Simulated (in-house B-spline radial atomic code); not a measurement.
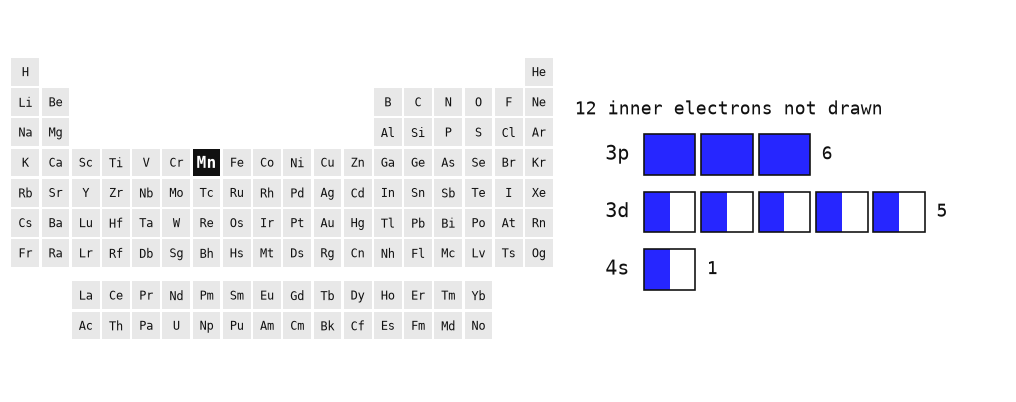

Fig. 1: Left, the place of manganese in the periodic table; right, the outer shells as the input fills them: a box for each of the 2l + 1 orbitals, shaded by the share of the shell that is filled, with the electron count at the right.

## Mn⁺: RPA and GW calculation

Mn⁺, configuration [Ar] 3d5 4s1, inside a hard wall of radius 5 bohr. Computed at this level: RPA, second-order and SOSEX correlation energies and G0W0 (contour deformation) on a non-relativistic mean field, all electrons, B-spline basis (in-house B-spline radial atomic code).

## The input
```
Z = 25
electrons = 24.0
configuration = [Ar] 3d5 4s1
hamiltonian = nr
method = pbe,pbe
lmax = 9
wall_radius = 5
spin_polarised = True
box_radius = 5
intervals = 46
```

The run was one of a batch that the task file lists, launched with:
```bash
python <driver script> task.json out
```

The program writes its results to a structured record and prints no log; tables and figures of this report are taken from that record.

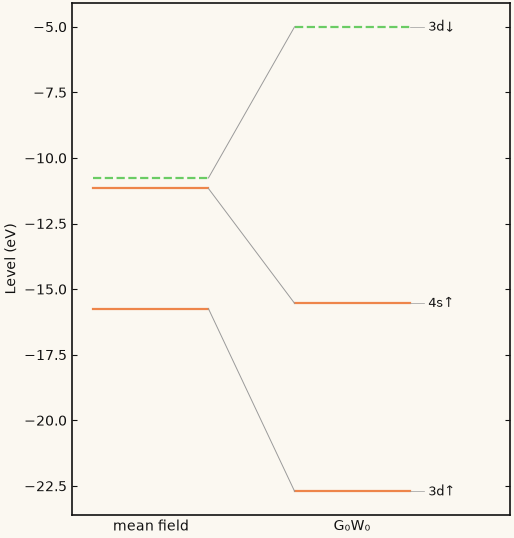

Fig. 2: Mean-field and G₀W₀ levels (solid occupied, dashed empty) for Mn⁺ ([Ar] 3d⁵ 4s). All-electron spherical atom, non-relativistic, PBE start, no spin-orbit coupling, Breit or QED terms; computed with a B-spline radial code, inside a hard wall of radius 5 bohr. The quasi-particle equation is solved at full frequency; levels of low quasi-particle weight Z are left out. Σ columns are in eV, and Σc holds an estimate for the angular momenta beyond the basis. G₀W₀ moves the highest occupied level, 4s↑, from −11.16 to −15.54 eV (renormalisation factor Z = 0.95). The empty level 3d↓ goes from −10.76 to −5.00 eV.

```csv
Level,Mean field (eV),Σx − vxc (eV),Σc (eV),Z,G₀W₀ (eV)
3d↓,−10.76,12.32,−6.56,0.86,−5.00
4s↑,−11.16,−2.93,−1.45,0.95,−15.54
3d↑,−15.74,−9.16,2.20,0.85,−22.71
```

## Results in brief

| quantity | value |
| --- | --- |
| outcome | converged |
| mean-field total energy | −1150.45727 hartree |
| total energy with exact exchange alone | −1149.58724 hartree |
| exact exchange energy | −50.82043 hartree |
| RPA correlation, extrapolated in the angular momentum of the empty orbitals | −1.62464 hartree |
| RPA correlation, as summed | −1.61018 hartree |
| direct second-order term | −1.92850 hartree |
| second-order exchange term | 0.64821 hartree |
| SOSEX term | 0.57557 hartree |
| hardware | 1 CPU thread, shared host |
| wall time | 2.6 s |

## Notes

Limits: relativity is absent.
